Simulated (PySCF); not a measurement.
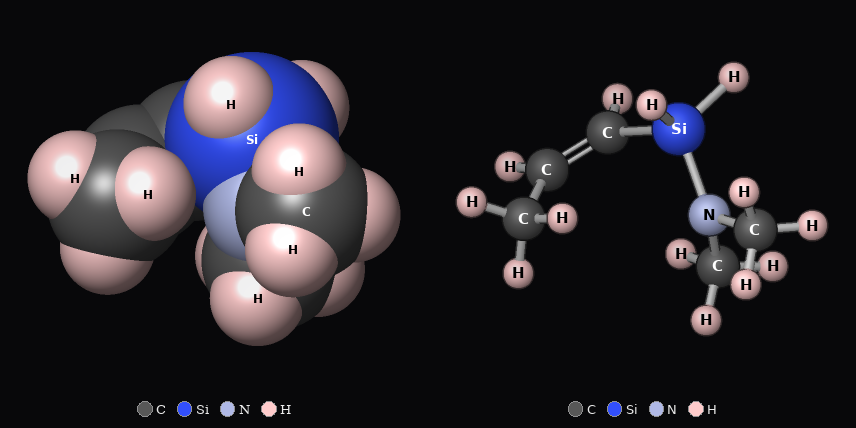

Both panels show the same species.

Computed geometry: GFN2-xTB optimisation. No frequency run is at hand to confirm it as a minimum.

Describe the molecule.

It has 20 atoms: 5 carbon, 13 hydrogen, 1 nitrogen and 1 silicon (C5H13NSi). SMILES: `C/C=C\[SiH2]N(C)C`. It has no ring. Among its groups: alkene, Si–H bond, Si–N bond. This geometry has C1 symmetry. Coordination, clear cases only: 3 C tetrahedral; 2 C trigonal planar; 1 Si tetrahedral.

The parts below concern this one geometry. Atoms keep their numbers from picture to picture.

### Shape

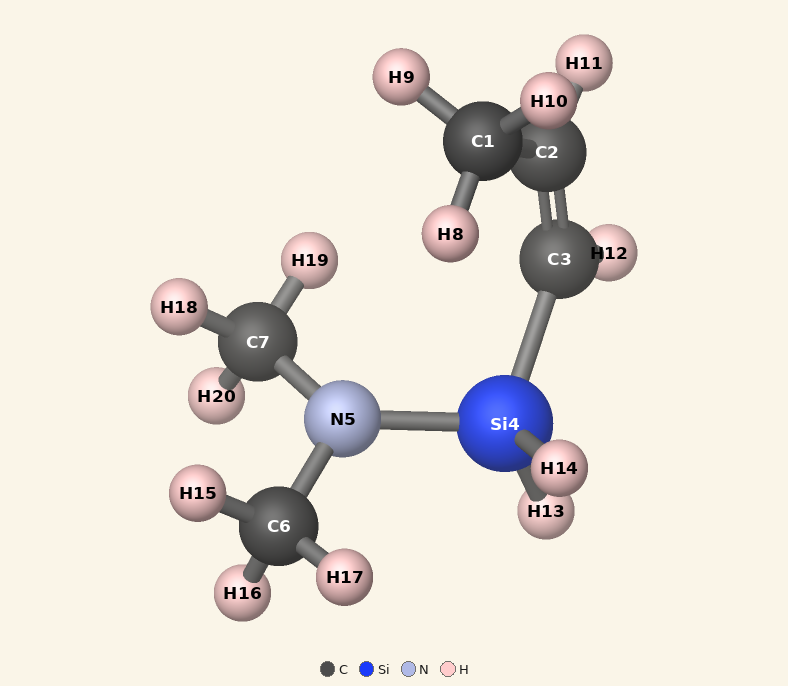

Atoms carry their numbers in the input. No frequency run is at hand to confirm it as a minimum.

Give the bond lengths. Leave out bonds to hydrogen.

| bond | length (Å) | order |
| --- | --- | --- |
| C1–C2 | 1.490 | single |
| C2–C3 | 1.327 | double |
| C3–Si4 | 1.881 | single |
| Si4–N5 | 1.724 | single |
| N5–C6 | 1.440 | single |
| N5–C7 | 1.441 | single |

### Dipole moment

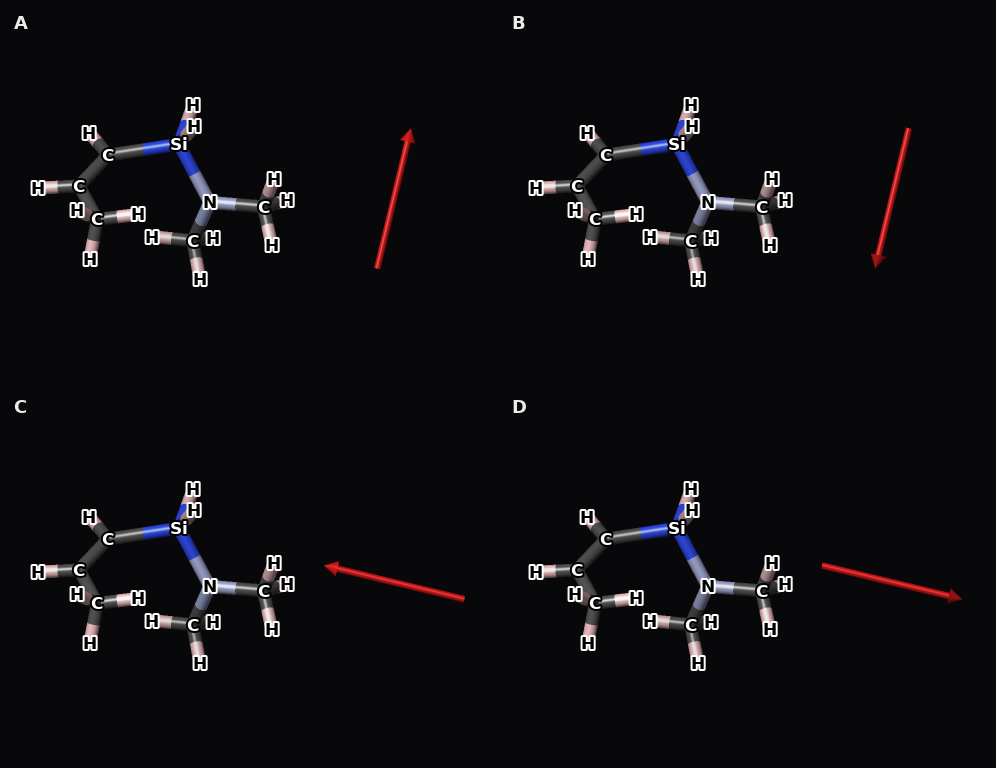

The same molecule four times, each with an arrow. No frequency run is at hand to confirm it as a minimum. Properties computed with PBE0/pcSseg-1, gas phase (PySCF 2.14.0).

Which arrow points along the dipole moment, from the negative to the positive end?

B. The dipole moment is 1.09 D.

### NMR shielding

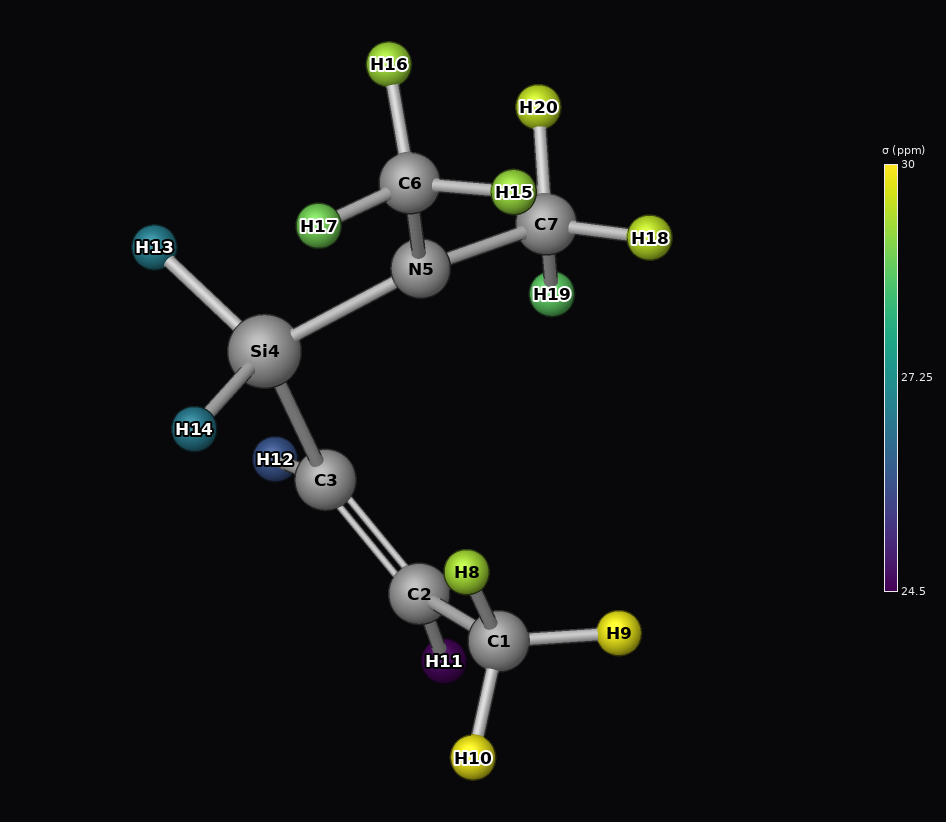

Atoms are coloured by their isotropic NMR shieldings (H only, the others grey). No frequency run is at hand to confirm it as a minimum. Method: GIAO PBE0/pcSseg-1 NMR shielding, non-relativistic, gas phase (PySCF 2.14.0).

Which H atom is the most shielded (lowest chemical shift)?

H10 (29.83 ppm).

Which H atom is the least shielded (highest chemical shift)?

H11 (24.60 ppm).

How wide is the range of H shifts?

5.23 ppm.

List the isotropic NMR shieldings of the H atoms.

```tsv
atom	σ (ppm)
H8	29.25
H9	29.82
H10	29.83
H11	24.60
H12	25.92
H13	26.82
H14	26.73
H15	29.16
H16	29.21
H17	28.84
H18	29.42
H19	28.61
H20	29.48
```

### Quadrupole coupling

No frequency run is at hand to confirm it as a minimum. Electric field gradients from the ground-state density, PBE0/pcSseg-1 (PySCF 2.14.0), non-relativistic apart from any core potentials.

Give the largest field-gradient component, the quadrupole coupling constant and the asymmetry for 14N at N5 (Q = 20.44 mb).

```
atom  V_zz (a.u.)  e²qQ/h (MHz)     η
  N5       −1.117         −5.37  0.36
```

The geometry is semi-empirical. Around Si such bond lengths and angles can be off by a tenth of an ångström or more and by several degrees, and values that hang on the shape move with them.
